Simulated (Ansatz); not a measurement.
AlFH6N2S

```csv
atom,x (Å),y (Å),z (Å)
Al,0.5546,0.0798,-0.2053
F,1.2083,-0.9097,-1.4123
N,0.9362,-0.1749,1.5538
N,-1.3771,-0.6169,-0.2617
H,0.7900,2.0679,-2.0188
S,0.2709,2.2385,-0.7717
H,1.2804,-1.0824,1.8773
H,1.4963,0.5481,2.0115
H,-1.6432,-0.9263,0.6816
H,-1.5267,-1.3879,-0.9241
H,-1.9897,0.1640,-0.5305
```

These are results of Ansatz 0.2.0, RKS PBE-D4/6-31G*, not measurements.

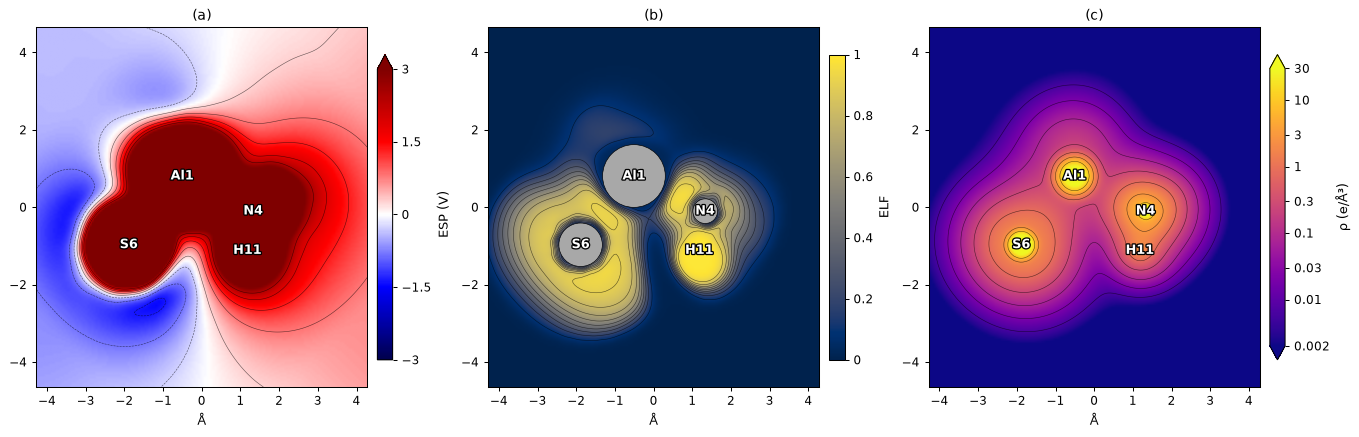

Figure 1. (a) electrostatic potential; (b) ELF; (c) total electron density on the plane of atoms Al1, N4 and H11. Grey discs cover the atomic cores in the ELF map.

### Read the bonding off the picture.

- The section cuts through Al, N, S and H sites.
- Al–S (2.25 Å): ρ at the midpoint is about 0.62 e/Å³; the ELF peaks at about 0.90 in the valence shell of S, 1.0 Å from its nucleus, and is about 0.90 at the midpoint.
- N–H (1.03 Å): ρ is about 2.8 e/Å³ halfway; the ELF climbs to about 1 towards the hydrogen, as it does in any bond to H; an ordinary covalent bond to hydrogen.
- Al–N (2.05 Å): ρ is about 0.48 e/Å³ halfway; the ELF peaks at about 0.95 in the valence shell of N, 0.7 Å from its nucleus, and is about 0.75 at the midpoint.
- The ELF also peaks beside S6, away from the bonds: lone-pair regions.
- Outside the dense part of the molecule the potential is most negative (−1.5 V) near S6.

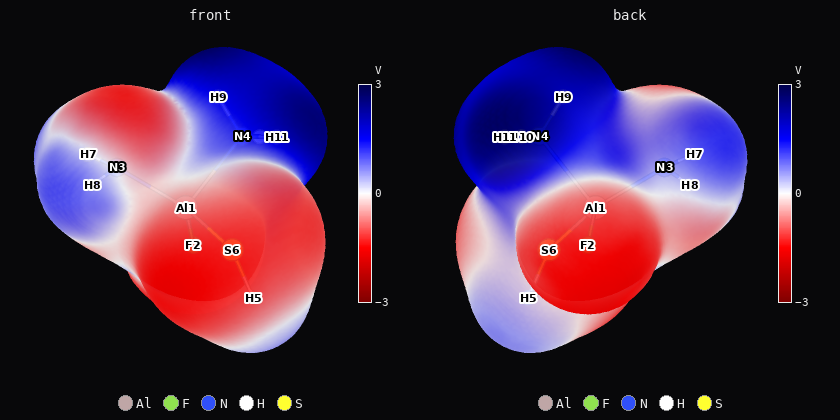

Figure 2. The electrostatic potential painted on the density surface at 0.002 e/bohr³, seen from the front and from behind; the colour scale runs from red (negative) to blue (positive).

### Describe the electrostatic potential map.

The most negative region (about −1.6 V) lies over F2 and S6, the most positive (about +2.8 V) over H10.

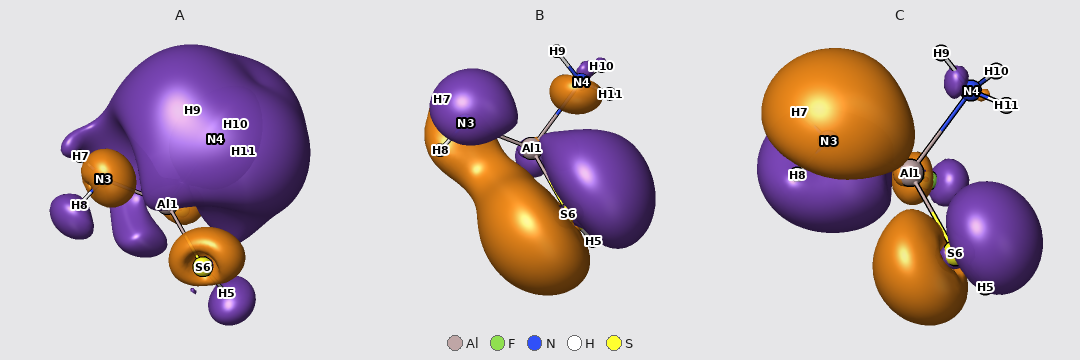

Figure 3. Three frontier orbitals at ±0.06 Å⁻³ᐟ² (orange and purple are the two phases), in no order.

### Order the three orbitals by energy and name them.

B is the HOMO−1 (−5.48 eV). Its weight (Hirshfeld) is mainly on S6 (about 75 %) and N3 (about 10 %); largely a lone pair of S6. C is the HOMO (−5.06 eV). Its weight (Hirshfeld) is mainly on N3 (about 65 %) and S6 (about 15 %). A is the LUMO (−0.36 eV). It lies mainly on N4 (about 20 %), Al1 (about 20 %), H10 (about 15 %), H9 (about 15 %), H11 (about 15 %) and S6 (about 5 %).

### What is the HOMO–LUMO gap?

4.70 eV between the orbital energies.
